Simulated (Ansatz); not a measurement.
**Two runs on SiH4O3**

System: SiH4O3, SMILES O[SiH](O)O.
Method of the first run: RKS wB97M-V/def2-SVP (Ansatz 0.2.0).

The geometry comes from this level: PBE0-D4/def2-TZVP. Text and figures count atoms from 1; the logs count them from 0 in places.

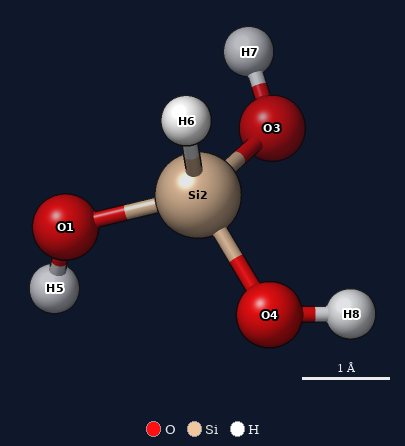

Fig. 1: The input geometry (ball-and-stick view, seen at a tilt; atoms are numbered from 1 in the order of the input). Bond lengths as drawn: H–O 0.96 Å, H–Si 1.48 Å and O–Si 1.63 to 1.64 Å.

Input file, the first run:
```yaml
crystal:
  periodic: [false, false, false]
  atoms:
    - {symbol: O, position_ang: [0.057946, 1.618752, -0.224987]}
    - {symbol: Si, position_ang: [-0.171601, 0.082577, 0.269152]}
    - {symbol: O, position_ang: [1.169263, -0.861099, 0.196528]}
    - {symbol: O, position_ang: [-1.250795, -0.639740, -0.721278]}
    - {symbol: H, position_ang: [0.176846, 1.769777, -1.164462]}
    - {symbol: H, position_ang: [-0.642782, 0.209359, 1.662004]}
    - {symbol: H, position_ang: [1.894934, -0.654956, 0.786827]}
    - {symbol: H, position_ang: [-1.141711, -1.581669, -0.859684]}
basis:
  gaussian: {orbitals: def2-SVP}
hamiltonian: {xc: {name: wB97M-V}}
output: {orbitals: {seedname: orbitals}}
```

Hardware: 2 CPU threads, shared host.

Output (the first run):
```
Functional definition: wB97M-V
  parameter omega = 0.3/bohr
  parameter cx = 0.15
  parameter cx01 = 1.007
  parameter cx10 = 0.259
  parameter css00 = 0.443
  parameter css04 = -1.437
  parameter css10 = -4.535
  parameter css20 = -3.390
  parameter css43 = 4.278
  parameter cos00 = 1.000
  parameter cos10 = 1.358
  parameter cos20 = 2.924
  parameter cos21 = -8.812
  parameter cos60 = -1.390
  parameter cos61 = 9.142
  parameter b = 6.0
  parameter c = 0.01
  gx(w, u) = 1 - cx + cx01*u + cx10*w
  gss(w, u) = css00 + css04*u^4 + css10*w + css20*w^2 + css43*w^4*u^3
  gos(w, u) = cos00 + cos10*w + (cos20 + cos21*u)*w^2 + (cos60 + cos61*u)*w^6
  exchange = spin_sum(e_x_unif_sr(omega)*gx(b97_w, b97_u_x)) + cx*exact_x_sr(omega) + exact_x_lr(omega)
  correlation = spin_sum(e_c_pw_mod_same_spin*gss(b97_w, b97_u_same))
      + integral(e_c_pw_mod_opposite_spin*gos(b97_w_opposite, b97_u_opposite)) + vv10(b, c)
857 factors; their error is unknown
218 factors; integrals over basis functions are off by at most 7.9e-6 eV
mean field evaluation 1: about -14070.2374 eV, gradient 6.6e1 eV
mean field evaluation 2: about -14070.4847 eV, gradient 6.7e1 eV
mean field evaluation 4: about -14077.7080 eV, gradient 4.3e-1 eV
mean field evaluation 8: about -14077.7296 eV, gradient 1.0e-1 eV
mean field evaluation 16: about -14077.7296 eV, gradient 1.3e-5 eV
mean field -14077.72959395 eV, -517.3470203496 hartree, gradient 1.3e-5 eV, S^2 0.000000; 0 other end points of the search recorded, 0 dependent functions left out
reference -14077.72962923 eV, -517.3470216465 hartree; 21, 21 occupied and 59, 59 virtual orbitals, 857 factors
Total energy: -14077.72962923 eV, -517.3470216465 hartree
```

The input of the second run differs as follows (lines with − go, lines with + come):
```diff
-  gaussian: {orbitals: def2-SVP}
+  gaussian: {orbitals: "def2-QZVPP.json"}
```

What does this change do to the results?

The total energy of the second run is 275.0 kcal/mol lower, which measures the change of basis and not a stability. The HOMO goes from −11.13 to −11.51 eV. The LUMO goes from 3.10 to 1.58 eV. The basis functions go from 80 to 361.

Output (the second run):
```
Functional definition: wB97M-V
  parameter omega = 0.3/bohr
  parameter cx = 0.15
  parameter cx01 = 1.007
  parameter cx10 = 0.259
  parameter css00 = 0.443
  parameter css04 = -1.437
  parameter css10 = -4.535
  parameter css20 = -3.390
  parameter css43 = 4.278
  parameter cos00 = 1.000
  parameter cos10 = 1.358
  parameter cos20 = 2.924
  parameter cos21 = -8.812
  parameter cos60 = -1.390
  parameter cos61 = 9.142
  parameter b = 6.0
  parameter c = 0.01
  gx(w, u) = 1 - cx + cx01*u + cx10*w
  gss(w, u) = css00 + css04*u^4 + css10*w + css20*w^2 + css43*w^4*u^3
  gos(w, u) = cos00 + cos10*w + (cos20 + cos21*u)*w^2 + (cos60 + cos61*u)*w^6
  exchange = spin_sum(e_x_unif_sr(omega)*gx(b97_w, b97_u_x)) + cx*exact_x_sr(omega) + exact_x_lr(omega)
  correlation = spin_sum(e_c_pw_mod_same_spin*gss(b97_w, b97_u_same))
      + integral(e_c_pw_mod_opposite_spin*gos(b97_w_opposite, b97_u_opposite)) + vv10(b, c)
1151 factors; their error is unknown
287 factors; integrals over basis functions are off by at most 9.2e-6 eV
mean field evaluation 1: about -14080.5755 eV, gradient 7.7e1 eV
mean field evaluation 2: about -14079.2607 eV, gradient 8.4e1 eV
mean field evaluation 4: about -14089.6497 eV, gradient 7.0e-1 eV
mean field evaluation 8: about -14089.6515 eV, gradient 2.2e-2 eV
mean field evaluation 16: about -14089.6528 eV, gradient 5.6e-5 eV
mean field -14089.65279090 eV, -517.7851897559 hartree, gradient 5.6e-5 eV, S^2 0.000000; 0 other end points of the search recorded, 0 dependent functions left out
reference -14089.65284185 eV, -517.7851916281 hartree; 21, 21 occupied and 340, 340 virtual orbitals, 1151 factors
Total energy: -14089.65284185 eV, -517.7851916281 hartree
```

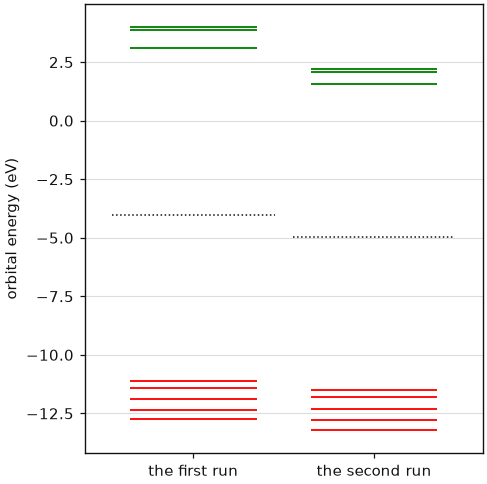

Fig. 2: The five highest filled and three lowest empty orbital energies of the two runs; the dotted lines part filled from empty levels. The HOMO–LUMO gap is 14.23 eV in the first run and 13.09 eV in the second run.

The two runs side by side:

```tsv
quantity	the first run	the second run
outcome	converged	converged
total energy (hartree)	−517.347022	−517.785192
HOMO (eV)	−11.13	−11.51
LUMO (eV)	3.10	1.58
basis functions	80	361
wall time (shared host)	3 s	15 s
```
